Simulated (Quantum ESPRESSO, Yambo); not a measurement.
# SnSe2 (1T monolayer): G0W0 with Yambo, start to end, part 3 of 3

Aim: the G0W0 gap of SnSe2 (1T monolayer) on PBE, step by step.

Quantum ESPRESSO 7.5 and Yambo 5.3.0; PBE and many-body steps on it, plane waves. Known limits of the many-body steps: not at the basis limit; no spin-orbit coupling.

So far. Step 3 (Bands along the symmetry lines): The gap is 0.780 eV, −0.059 eV from the run before at this level. Step 4 (Empty states on the mesh, 6×6×1 mesh, 168 bands): On this mesh the gap is 0.791 eV.

## (6) Screening and self-energy, 6×6×1 mesh, 168 bands, screening to 142.9 eV

G0W0 replaces the xc potential by the self-energy, built once from these orbitals. Only a window of levels is corrected, while the sums run over the empty bands that the input names.

This step: G0W0 on PBE, plane waves, norm-conserving pseudopotentials.

Contents of gw1.in:

```
HF_and_locXC
gw0
dyson
ppa
em1d
rim_cut
rim_w
RandQpts= 3000000
RandGvec= 100 RL
CUTGeo= "slab z"
RandGvecW= 9 RL
EXXRLvcs= 104 Ry
VXCRLvcs= 416 Ry
Chimod= "HARTREE"
% BndsRnXp
 1 | 168 |
%
NGsBlkXp= 10.5 Ry
% LongDrXp
 1 | 1 | 0 |
%
% GbndRnge
 1 | 168 |
%
DysSolver= "n"
ExtendOut
PPAPntXp= 27.21138 eV
% QPkrange
 1 | 7 | 31 | 39 |
%
```

On the command line:

```sh
$ OMP_NUM_THREADS=1 mpirun -n 4 yambo -F gw1.in -J gw1 -C gw1 > gw1.log
```

Output:

```text
 Yambo, version 5.3.0

 [02] CORE Variables Setup
 =========================

  [... cell, symmetries and grids as in the set-up ...]

  [02.05] Energies & Occupations
  ==============================

  [X] === General ===
  [X] Electronic Temperature                        :  0.000000  0.000000 [eV K]
  [X] Bosonic    Temperature                        :  0.000000  0.000000 [eV K]
  [X] Finite Temperature mode                       : no
  [X] El. density                                   :  0.35949E+24 [cm-3]
  [X] Fermi Level                                   :  0.139162 [eV]

  [X] === Gaps and Widths ===
  [X] Conduction Band Min                           :  0.791108 [eV]
  [X] Valence Band Max                              :  0.000000 [eV]
  [X] Filled Bands                                  :   35
  [X] Empty Bands                                   :   36  168
  [X] Direct Gap                                    :  1.097116 [eV]
  [X] Direct Gap localized at k                     :   4
  [X] Indirect Gap                                  :  0.791108 [eV]
  [X] Indirect Gap between kpts                     :   2   4
  [X] Last valence band width                       :  0.770971 [eV]
  [X] 1st conduction band width                     :  1.364754 [eV]

 [03] Transferred momenta grid and indexing
 ==========================================

 IBZ Q-points                                      :   7
 BZ  Q-points                                      :   36

 K/Q-points units:
 rlu = crystal or reduced units; cc = cartesian coordinates; iku = interal k-units

 Q [1]          [rlu]:  0.000000  0.000000  0.000000
 Q [2]          [rlu]: -0.20889E-17  0.16667       0.0000
 Q [3]          [rlu]: -0.41779E-17  0.33333       0.0000
 Q [4]          [rlu]:  0.62668E-17 -0.50000       0.0000
 Q [5]          [rlu]:  0.166667  0.166667  0.000000
 Q [6]          [rlu]:  0.166667  0.333333  0.000000
 Q [7]          [rlu]:  0.333333  0.333333  0.000000

 [04] Coloumb potential Random Integration (RIM)
 ===============================================

 Performing RIM of v_slab

  [04.01] RIM initialization
  ==========================

  * Diagonal components only detected *

  8 x (sBL volume)        :  0.041948 [a.u.]
  sBZ random points       :  3000000
  Points outside the sBZ  :  24000829
  RL volume               :  0.188768 [a.u.]
  Integrated volume       :  0.188761 [a.u.]

  [04.02] RIM integrals
  =====================

  Gamma point sphere radius             :  0.038807 [a.u.]
  Points outside the sphere             :  2398884
  [Int_sBZ(q=0) 1/q^2]*(Vol_sBZ)^(-1/3) =:  7.486872
                                 should be <:  7.795600

  Summary of Coulomb integrals for non-metallic bands |Q|[au] RIM/Bare

  Q [1] 0.100000E-4 0.960397 * Q [2] 0.165273 0.997291
  Q [5] 0.286262 1.024554 * Q [3] 0.330547 1.023507
  Q [6] 0.437272 1.017699 * Q [4] 0.495820 1.014573
  Q [7] 0.572523 1.011394
  Non-periodic chartesian directions : none
  Optical renormalization            :  28.34589 [au]
  Polarizability dimension           : length

 [05] Coloumb potential CutOffslab
 =================================

 Cut directionsZ
 Slab Cutoff:Z
 Symmetry test passed : yes

 [06] Dipoles
 ============

  [06.01] Setup: observables and procedures
  =========================================

  [WARNING] [x,Vnl] slows the Dipoles computation. To neglect it rename the ns.kb_pp file

 [07] Dynamic Dielectric Matrix (PPA)
 ====================================

 [WR./gw1//ndb.pp]---------------------------------------------------------------
  Brillouin Zone Q/K grids (IBZ/BZ)                :    7   36    7   36
  RL vectors                                       :  27469 [WF]
  Coulomb cutoff potential                         : slab z
  Electronic Temperature                           :  0.000000 [K]
  Bosonic    Temperature                           :  0.000000 [K]
  PPA    diel. fun.  energies                      : Perdew, Burke & Ernzerhof(X)+Perdew, Burke & Ernzerhof(C)
  wavefunctions                                    : Perdew, Burke & Ernzerhof(X)+Perdew, Burke & Ernzerhof(C)
  Global Gauge                                     : length
  X matrix size                                    :   713
  X band range                                     :    1  168
  X e/h energy range                               : -1.000000 -1.000000 [eV]
  X Time ordering                                  : R
  X Hxc Kernel                                     : HARTREE
  X Drude frequency                                :  0.000000  0.000000
  X poles                                          :  100.0000 [o/o]
  RL vectors in the sum                            :  27469
  [r,Vnl] included                                 : yes
  Field direction                                  :  0.707107E-5  0.707107E-5   0.00000
  BZ energy Double Grid                            : no
  BZ energy DbGd points                            : 0
  BZ Q point size factor                           : -1.000000
  X Optical Averaged directions                    : none

 [08] Local Exchange-Correlation + Non-Local Fock
 ================================================

 [VXC] Plane waves :  188291
 [EXS] Plane waves :  23571

 QP @ state[ 1 ] K range:   1   7
 QP @ state[ 1 ] b range:   31   39

 [xc] Functional : Perdew, Burke & Ernzerhof(X)+Perdew, Burke & Ernzerhof(C)
 [xc] LIBXC used to calculate xc functional
  PP Number of Atomic Species                      :  2
  NLCC RL compoments                               :  188291
  PP Number of Atomic Species                      :  2
  NLCC RL compoments                               :  188291

 [xc] E_xc :  -68.29994 [Ha]
      E_xc :  -136.5999 [Ry]

  Local XC kind (lXC) : Perdew, Burke & Ernzerhof(X)+Perdew, Burke & Ernzerhof(C)
  Non-Local XC kind (nlXC) : Hartree-Fock

  Corrections @ K [1] :  [eV]
 <31|nlXC|31> = -15.68859  0.85456E-17 <31|lXC|31> = -12.82770  0.18882E-15
 <32|nlXC|32> = -16.30961  0.22060E-19 <32|lXC|32> = -14.13190 -0.56645E-15
 <33|nlXC|33> = -16.30958 -0.11695E-16 <33|lXC|33> = -14.13190  0.37763E-15
 <34|nlXC|34> = -16.39715 -0.82160E-17 <34|lXC|34> = -14.46547 -0.37763E-15
 <35|nlXC|35> = -16.39720 -0.88180E-17 <35|lXC|35> = -14.46547 -0.56645E-15
 <36|nlXC|36> = -10.19832 -0.10518E-17 <36|lXC|36> = -13.19944  0.000000
 <37|nlXC|37> = -7.446177 -0.24349E-17 <37|lXC|37> = -11.35150  0.000000
 <38|nlXC|38> = -7.704597  0.19934E-17 <38|lXC|38> = -12.32162  0.18882E-15
 <39|nlXC|39> = -7.704618  0.87870E-19 <39|lXC|39> = -12.32163  0.18882E-15

  Corrections @ K [2] :  [eV]
 <31|nlXC|31> = -15.62052  0.11579E-17 <31|lXC|31> = -12.83154  0.23602E-16
[...]
Corrections @ K [3] :  [eV]
[...]
Corrections @ K [4] :  [eV]
[...]
Corrections @ K [5] :  [eV]
[...]
Corrections @ K [6] :  [eV]
[...]
Corrections @ K [7] :  [eV]
[...]
<35|nlXC|35> = -15.97693  0.13438E-16 <35|lXC|35> = -13.42483  0.37763E-15
 <36|nlXC|36> = -10.09579  0.21880E-17 <36|lXC|36> = -13.58149  0.23602E-15
 <37|nlXC|37> = -7.088653 -0.74606E-18 <37|lXC|37> = -11.53773  0.94408E-16
 <38|nlXC|38> = -7.088651  0.49168E-18 <38|lXC|38> = -11.53773 -0.47204E-16
 <39|nlXC|39> = -7.457521 -0.24517E-18 <39|lXC|39> = -12.61640  0.000000

  [08.01] Hartree-Fock occupations report
  =======================================

  [Hartree-Fock] === General ===
  [Hartree-Fock] Electronic Temperature             :  0.000000  0.000000 [eV K]
  [Hartree-Fock] Bosonic    Temperature             :  0.000000  0.000000 [eV K]
  [Hartree-Fock] Finite Temperature mode            : no
  [Hartree-Fock] El. density                        :  0.35949E+24 [cm-3]
  [Hartree-Fock] Fermi Level                        :  0.139162 [eV]

  [Hartree-Fock] === Gaps and Widths ===
  [Hartree-Fock] Conduction Band Min                :  3.778667 [eV]
  [Hartree-Fock] Valence Band Max                   : -1.957067 [eV]
  [Hartree-Fock] Filled Bands                       :   35
  [Hartree-Fock] Empty Bands                        :   36  168
  [Hartree-Fock] Direct Gap                         :  6.244242 [eV]
  [Hartree-Fock] Direct Gap localized at k          :   4
  [Hartree-Fock] Indirect Gap                       :  5.735733 [eV]
  [Hartree-Fock] Indirect Gap between kpts          :   2   4
  [Hartree-Fock] Last valence band width            :  1.366007 [eV]
  [Hartree-Fock] 1st conduction band width          :  1.874541 [eV]

 [09] Dyson equation: Newton solver
 ==================================

  [09.01] RIM-W interpolation
  ===========================

  [WARNING] RIM-W works only for 2D semiconductors with slab cutoff
  Found compatible q grid: 2D
  q_min[ 1 ]:  0.16667      0.77304E-11   0.0000     [rlu]
   0.166667  0.083333  0.000000 [iku]
  q_min[ 2 ]:  0.99415E-11  0.16667       0.0000     [rlu]
   0.49708E-11  0.16667       0.0000     [iku]
  G-vectors :   9
  G-vectors loaded:   63
  Number of interpolated frequencies:  2

  Evaluating coefficients q = 0
  Evaluating coefficients q = 0

  [09.02] RIM-W integrals
  =======================

  8 x (sBL volume)        :  0.041948 [a.u.]
  sBZ random points       :  3000000
  Points outside the sBZ  :  24000829
  RL volume               :  0.188768 [a.u.]
  Integrated volume       :  0.188761 [a.u.]

  [09.03] RIM integrals
  =====================

  Comparison between head Wc = W - v averages: < Wc > [au] RIM-W/RIM

   < -Wc [Q = 1] > 0.333919E-1 0.417146E-4 * < -Wc [Q = 2] > 0.005524 0.005358
   < -Wc [Q = 3] > 0.001069 0.001050 * < -Wc [Q = 4] > 0.370432E-3 0.366380E-3
   < -Wc [Q = 5] > 0.001545 0.001515 * < -Wc [Q = 6] > 0.526419E-3 0.521340E-3
   < -Wc [Q = 7] > 0.256066E-3 0.254772E-3

  Comparison between head Wc = W - v averages: < Wc > [au] RIM-W/RIM

   < -Wc [G = 1,G`=0] > 0.333919E-1 0.417146E-4 * < -Wc [G = 2,G`=0] >-0.001767 0.000000
   < -Wc [G = 3,G`=0] >-0.001767 0.000000 * < -Wc [G = 4,G`=0] >-0.263689E-4  0.00000
   < -Wc [G = 5,G`=0] >-0.263508E-4  0.00000 * < -Wc [G = 6,G`=0] > 0.149760E-3  0.00000
   < -Wc [G = 7,G`=0] > 0.149738E-3  0.00000 * < -Wc [G = 8,G`=0] >-0.222397E-4  0.00000
   < -Wc [G = 9,G`=0] >-0.222381E-4  0.00000

 [10] G0W0 (W PPA)
 =================

 [  GW  ] Bands range     :    1  168
 [GW/PPA] G damping       :  0.100000 [eV]

 QP @ state[ 1 ] K range:   1   7
 QP @ state[ 1 ] b range:   31   39

  Sc/G bands                                       :    1  168
  Sc/G damping                                     :  0.100000 ev
  Sc bands terminator                              : no
  Sx RL components                                 :  23571

  QP @ state[ 1 ] K range                          :   1   7
  QP @ state[ 1 ] b range                          :   31   39
  GF energies kind                                 : Perdew, Burke & Ernzerhof(X)+Perdew, Burke & Ernzerhof(C)
  GF WF`s kind                                     : Perdew, Burke & Ernzerhof(X)+Perdew, Burke & Ernzerhof(C)
  Xs energies kind                                 : Perdew, Burke & Ernzerhof(X)+Perdew, Burke & Ernzerhof(C)
  Xs WF`s kind                                     : Perdew, Burke & Ernzerhof(X)+Perdew, Burke & Ernzerhof(C)

 [14] Game Over & Game summary
```

Wall time 44 min (4 MPI ranks of Arm Neoverse V1, shared host); peak memory 6.6 GiB; 2.9 h of CPU time.

This step gave:

* G0W0 gap on the mesh: 1.861 eV
* starting gap on the mesh: 0.7911 eV
* k of the valence top: 0, 0.1667, 0
* k of the conduction bottom: 0, -0.5, 0
* least direct G0W0 gap on the computed points: 2.226 eV
* Z at the valence top: 0.7467
* Z at the conduction bottom: 0.7632

The gap on the mesh goes from 0.79 eV to 1.86 eV, a correction of +1.07 eV. The start differs from the 0.84 eV found before because the two sample other k points.

Limits: finite bands, cutoff and mesh; no spin-orbit coupling. v1 is the top filled band, c1 the lowest empty one. The levels before and after the correction (eV, zero at the valence-band top of each column):

```tsv
	conduction bottom	valence top
Kohn-Sham	0.79	0.00
G0W0	1.86	0.00
```

```tsv
	level	energy (eV)
Kohn-Sham	(0 0.167 0) v3	-1.089
Kohn-Sham	(0 0.167 0) v2	-0.856
Kohn-Sham	(0 0.167 0) v1	0.000
Kohn-Sham	(0 0.167 0) c1	2.156
Kohn-Sham	(0 0.167 0) c2	3.814
Kohn-Sham	(0 0.167 0) c3	4.850
Kohn-Sham	(0 -0.5 0) v3	-2.130
Kohn-Sham	(0 -0.5 0) v2	-0.649
Kohn-Sham	(0 -0.5 0) v1	-0.306
Kohn-Sham	(0 -0.5 0) c1	0.791
Kohn-Sham	(0 -0.5 0) c2	4.099
Kohn-Sham	(0 -0.5 0) c3	5.434
G0W0	(0 0.167 0) v3	-1.195
G0W0	(0 0.167 0) v2	-1.073
G0W0	(0 0.167 0) v1	0.000
G0W0	(0 0.167 0) c1	3.395
G0W0	(0 0.167 0) c2	4.785
G0W0	(0 0.167 0) c3	5.905
G0W0	(0 -0.5 0) v3	-2.306
G0W0	(0 -0.5 0) v2	-0.825
G0W0	(0 -0.5 0) v1	-0.364
G0W0	(0 -0.5 0) c1	1.861
G0W0	(0 -0.5 0) c2	5.086
G0W0	(0 -0.5 0) c3	6.443
```

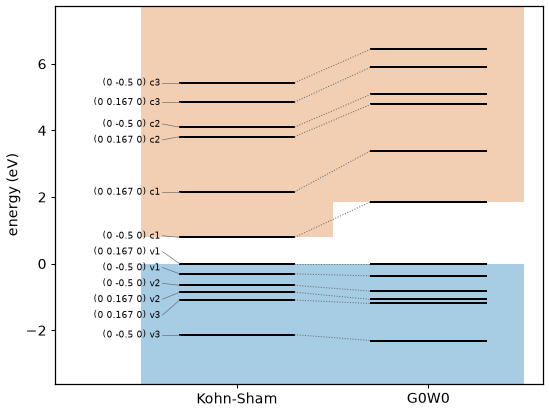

Levels before and after the correction. Shaded: valence and conduction bands.

## (7) Where the time went

Times are wall times on the hardware named with each run, good to a factor of about two.

```tsv
step	time	share	memory (GiB)
ground state	61 s	2 %	1.0
bands along the symmetry lines	25 s	1 %	0.82
empty states on the mesh	91 s	3 %	1.7
conversion and set-up	4 s	0 %	0.27
screening and self-energy	44 min	94 %	6.6
```

## (8) Summary of results

```json
{"PBE gap": "0.78 eV, indirect", "G0W0 gap on the mesh": "1.86 eV", "GW settings": "6×6×1 mesh, 168 bands, screening to 142.9 eV, Godby-Needs plasmon pole", "known limits": "not at the basis limit; no spin-orbit coupling"}
```

What this shows: G0W0 moves the gap on the mesh from 0.79 eV to 1.86 eV (+1.07 eV), with Z of 0.75 and 0.76 at the edges. The dearest step here is «screening and self-energy». Bands and cutoff are finite, so the gap is not at the basis limit. The miss can reach some tenths of an eV and take either sign; the mesh is an error of its own. The many-body steps are scalar-relativistic: spin-orbit coupling is not in them.

[Paths, hosts, dates, memory and timing lines, banners, echoed tables and standing remarks are left out of the program output.]

[Logs are printed without paths, hosts, clocks, repeated set-up lines and the standing remarks that a program may print on its own settings, such as how far it seeks lower states.]

[Runs of the session that timed out or met a known fault of the program may be left out.]

[Hosts, paths, dates, database ids (printed as entryN), source tags and the programs' standing remarks are cut or masked in the printed files.]
